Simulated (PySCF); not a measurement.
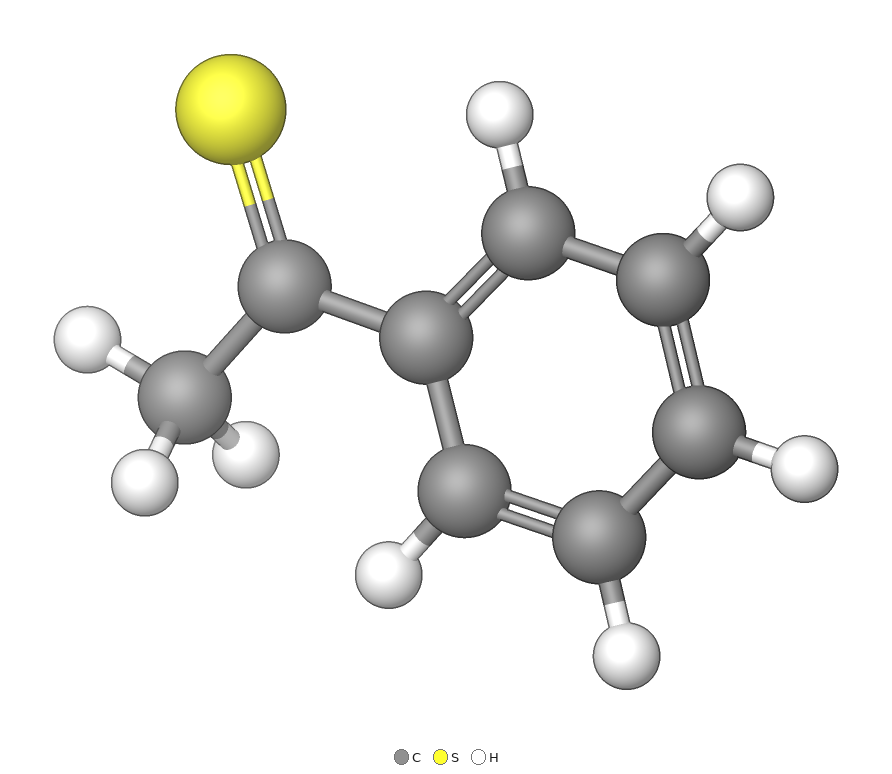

Ball-and-stick drawing of a structure.

The computed structure is the end point of a GFN2-xTB optimisation. No frequency run is at hand to confirm it as a minimum.

Describe the molecule.

Formula C8H8S. As SMILES it reads `CC(=S)c1ccccc1`. Independent rings (smallest set): 1 of 6 members, 1 of them aromatic. Coordination: 1 C tetrahedral; 7 C trigonal planar.

The parts below concern this one geometry. Atoms keep their numbers from picture to picture.

**Geometry**

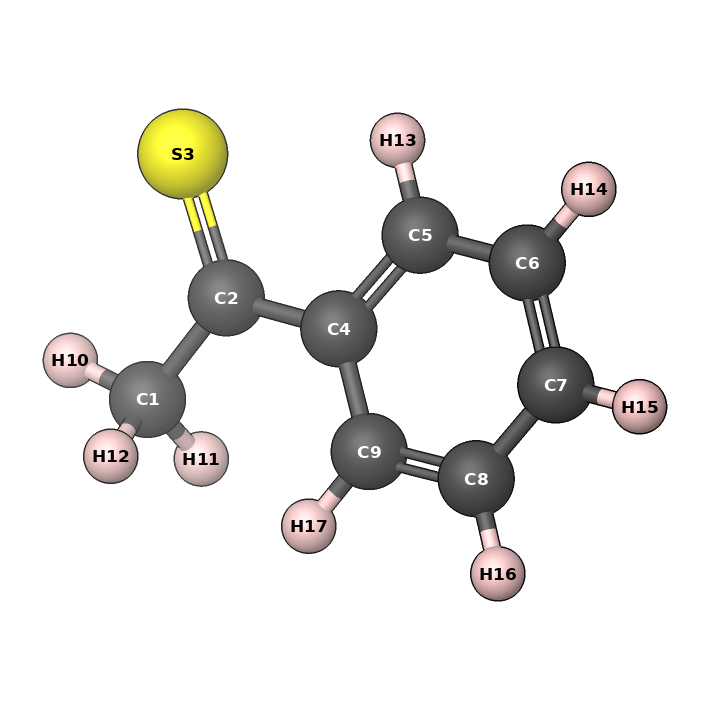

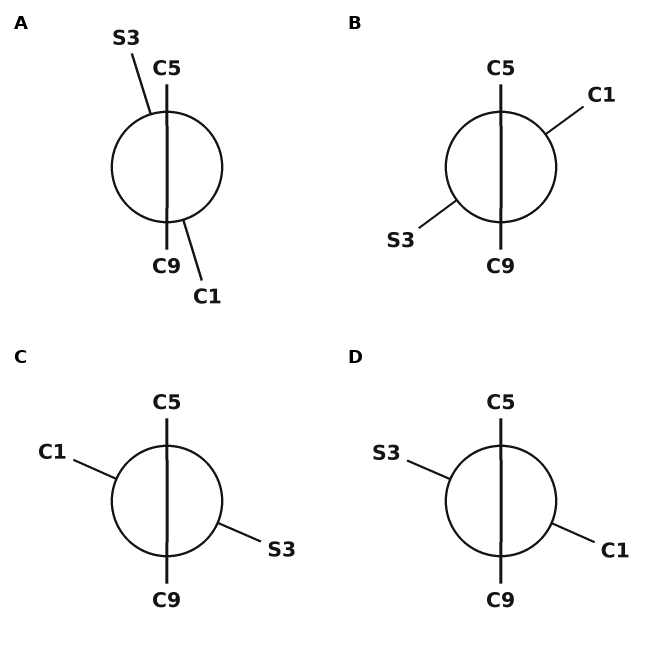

Atoms fade into the background with distance from the viewer. Bonds that would overlap in a projection are set slightly apart. No frequency run is at hand to confirm it as a minimum.

> Which Newman projection shows the view along C4–C2, with C4 in front?

A. The torsion angle C5–C4–C2–S3 is −7°, synperiplanar (eclipsed).

**Excitation**

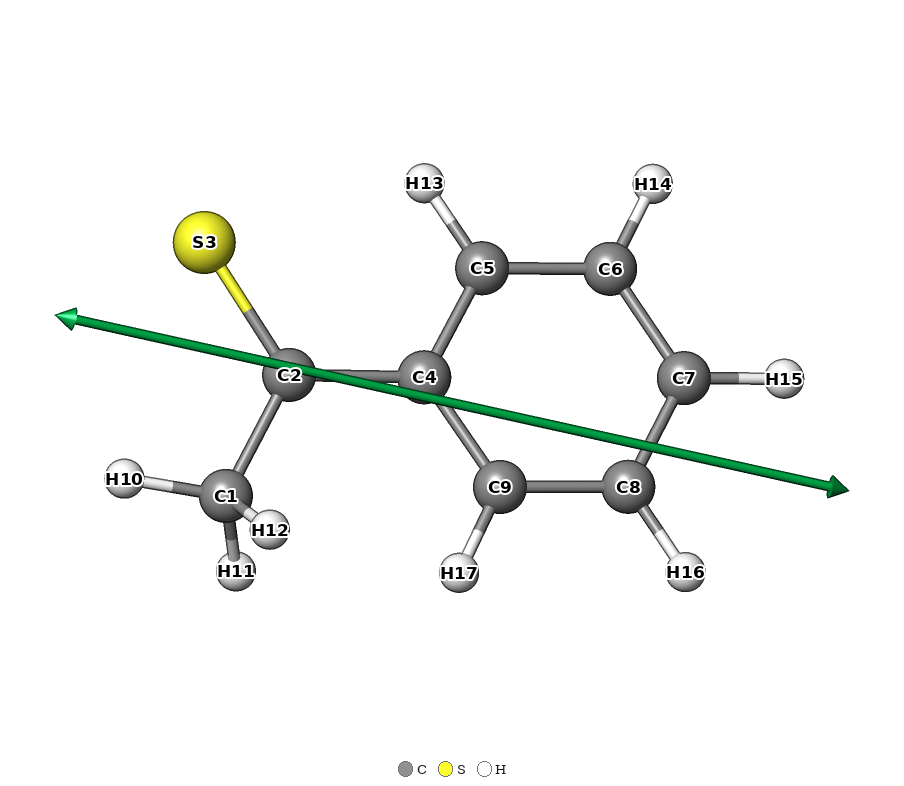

The double arrow shows the direction of the transition dipole to excited singlet state 2 (its length means nothing). No frequency run is at hand to confirm it as a minimum. Level of theory: TDDFT PBE0/def2-SVPD, vertical, gas phase, core orbitals frozen in the response (PySCF 2.14.0).

> How is the transition polarised?

Close to the long direction S3···C7.

> Where does the transition lie, and how strong is it?

4.08 eV (304 nm), oscillator strength 0.21, mainly HOMO−1 → LUMO (weight 0.77); transition dipole 3.70 D.

**Polarisability**

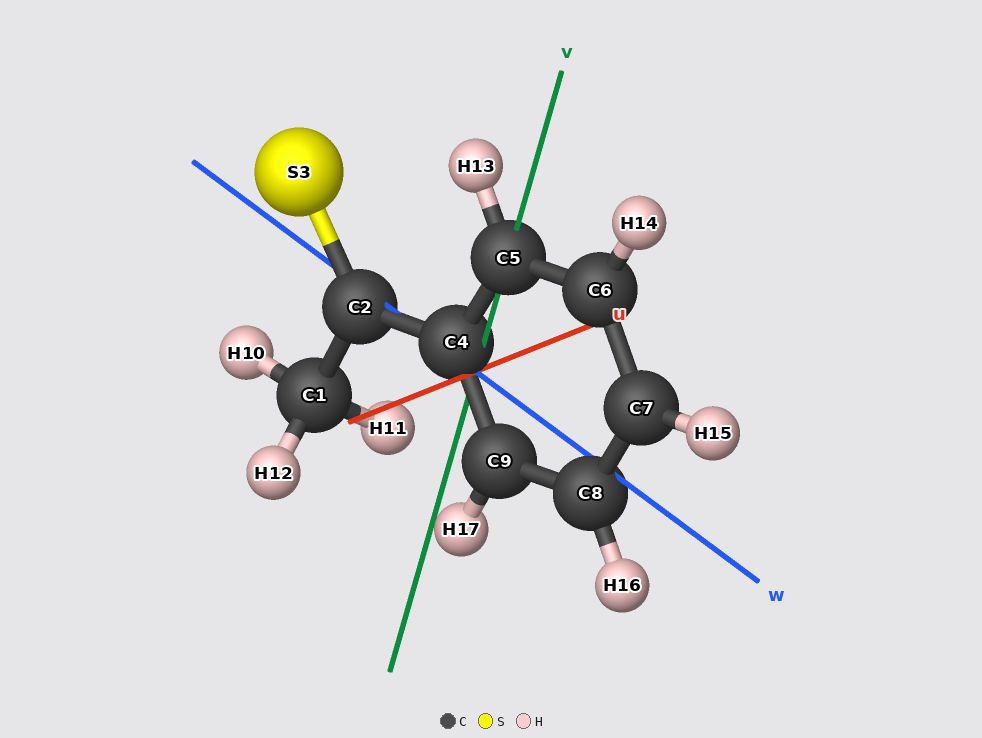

The lines u, v and w are the principal axes of the static dipole polarisability. No frequency run is at hand to confirm it as a minimum. Computed with PBE0/def2-SVPD (PySCF 2.14.0).

> Along which axis is the molecule most polarisable, and along which least?

Most along w (close to the long direction S3···C7), least along u.

> Give the three principal values.

u 67.8, v 119.3, w 170.2 bohr³; mean 119.1, anisotropy 88.7 bohr³.

**Quadrupole coupling**

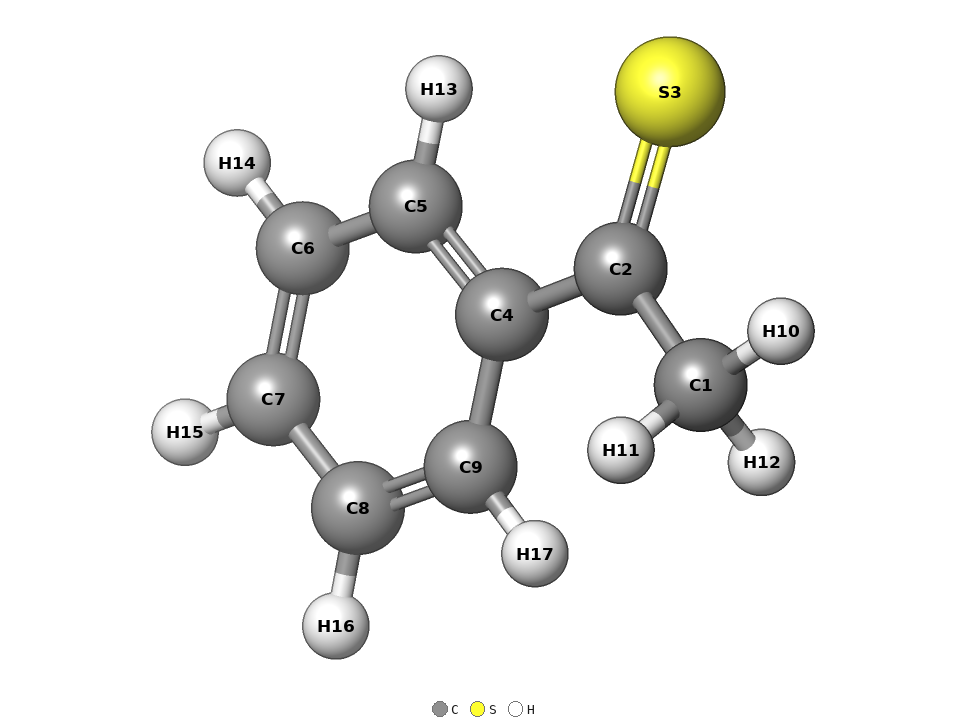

No frequency run is at hand to confirm it as a minimum. Electric field gradients from the ground-state density, PBE0/pcSseg-1 (PySCF 2.14.0), non-relativistic apart from any core potentials.

Give the largest field-gradient component, the quadrupole coupling constant and the asymmetry for 33S at S3 (Q = −67.81 mb), 2H at H10 (Q = 2.86 mb), 2H at H11 (Q = 2.86 mb), 2H at H12 (Q = 2.86 mb), 2H at H13 (Q = 2.86 mb).

```csv
atom,V_zz (a.u.),e²qQ/h (MHz),η
S3,−2.919,46.5,0.14
H10,0.308,0.207,0.02
H11,0.309,0.208,0.03
H12,0.309,0.208,0.03
H13,0.316,0.212,0.04
```

**NMR shielding**

The questions are on isotropic NMR shieldings of the C atoms. No frequency run is at hand to confirm it as a minimum. Level of theory: GIAO PBE0/pcSseg-1 NMR shielding, non-relativistic, gas phase (PySCF 2.14.0).

> Which C atom is the most shielded (lowest chemical shift)?

C1 (147.4 ppm).

> Which C atom is the least shielded (highest chemical shift)?

C2 (−67.5 ppm).

> How wide is the range of C shifts?

214.9 ppm.

List the isotropic NMR shieldings of the C atoms.

```
atom  σ (ppm)
  C1    147.4
  C2    −67.5
  C4     44.4
  C5     48.2
  C6     52.8
  C7     46.9
  C8     53.9
  C9     57.4
```
